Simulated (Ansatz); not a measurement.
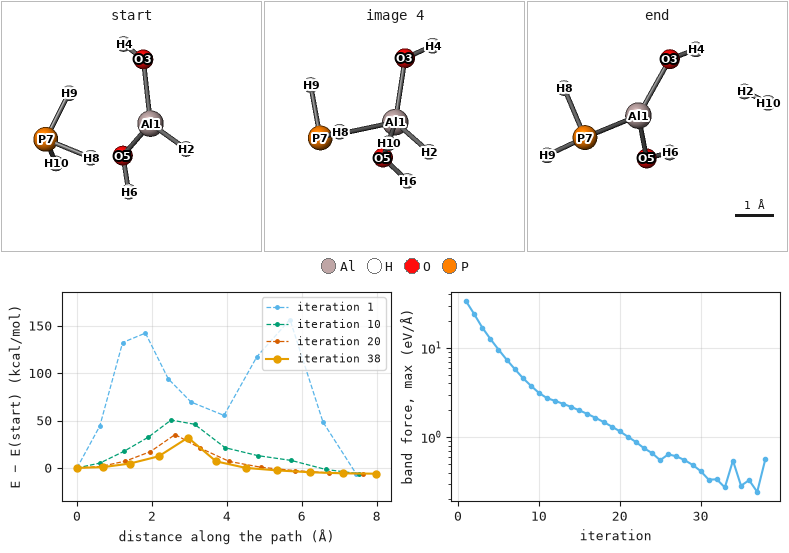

A nudged-elastic-band calculation for AlPH6O2, made up at the start of AlH$_{3}$O$_{2}$ and PH$_{3}$. Images are numbered from 0 (start) to 10 (end). The plot follows the band through its iterations. The picture is a ball-and-stick view, seen from a free direction.

Theory: RKS PBE/6-31G* in Ansatz 0.2.0. Run with 9 movable images; climbing image; force threshold 0.03 eV/Å; iteration limit 38; optimiser L-BFGS; largest step 0.02 Å; starting path through a guess of the saddle point.

Question: How did the profile develop, and is the result final?

Answer: The result isn't final. The band hadn't converged when the run stopped after 38 iterations. The largest component of the band force went from 34 to 0.56 eV/Å. The barrier read from it is provisional, though the highest image hardly moved in the last two iterations. The step length is far from the usual. The first iteration put the highest image at 156.6 kcal/mol. The highest point, image 4, lies 32.0 kcal/mol above the start and 38.1 kcal/mol above the end; the end is at −6.1 kcal/mol relative to the start.

Limits of the set-up: the start holds two separate molecules, 2.7 Å apart at their closest, whose relative position is a soft coordinate and is computed without a dispersion correction.
